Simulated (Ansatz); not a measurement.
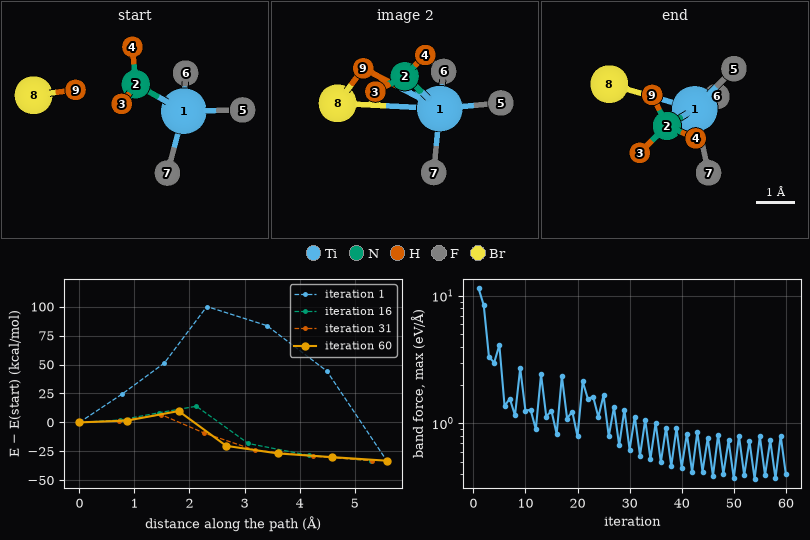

A search for the minimum-energy path of TiNH3BrF3 by the nudged elastic band. Images are numbered from 0 (start) to 6 (end). The plot follows the band through its iterations. A ball-and-stick model, seen from a free direction.

The calculation used Ansatz, RKS B3LYP-D4/def2-SVP. Settings: 5 movable images; climbing image from the first iteration; force threshold 0.05 eV/Å; iteration limit 60; optimiser L-BFGS; starting path through a guess of the saddle point.

**How did the profile develop, and is the result final?**

The result isn't final. The band hadn't converged when the run stopped after 60 iterations. The largest component of the band force went from 11 to 0.4 eV/Å. The barrier read from it is provisional: over the last two iterations the highest image moved from 9.5 kcal/mol to 9.8 kcal/mol. The first iteration put the highest image at 100.2 kcal/mol. The highest point, image 2, lies 9.8 kcal/mol above the start and 42.9 kcal/mol above the end; the end is at −33.1 kcal/mol relative to the start.

Cost: 5.6 min on 4 threads of AMD EPYC 9R45 96-Core Processor (Zen 5) (shared host), peak memory 0.44 GiB.
